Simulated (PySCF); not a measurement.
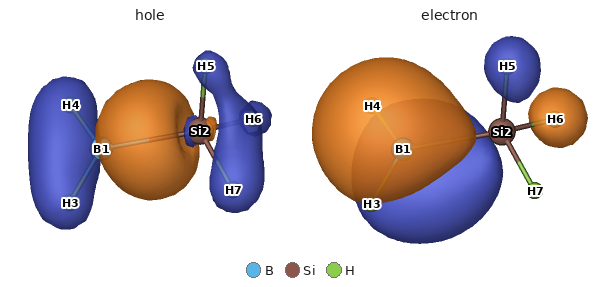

*BH$_{5}$Si, SMILES `B[SiH3]`. Leading natural transition orbital pair of S₁ (TDA singlet states); the surfaces enclose about 78 % of each orbital's density.*

PySCF calculation, B3LYP/def2-TZVP, gas phase; geometry: GFN2-xTB. No frequency check shows the geometry to be a minimum. Without diffuse functions Rydberg states are missing, so the states' numbers hold for this basis only.

Geometry (Å), atoms numbered from 1:

```
B1      -1.4086   -0.0056    0.0002
Si2      0.5473   -0.0019    0.0001
H3      -2.0336   -0.9950   -0.0003
H4      -2.0149    0.9960    0.0003
H5       1.1186    0.6991    1.1622
H6       1.1164    0.6778   -1.1767
H7       1.1942   -1.3232    0.0117
```

> Where does the state lie, and where do hole and electron sit?

4.39 eV (282 nm), f = 0.005; the leading pair carries 99 %; hole on B1 (38 %), Si2 (34 %) and H4 (9 %), electron on B1 (62 %), Si2 (16 %) and H3 and H4 (8 % each); their centroids lie 0.6 Å apart. In canonical orbitals it is mainly HOMO → LUMO (97 %). The HOMO–LUMO gap is 5.72 eV.
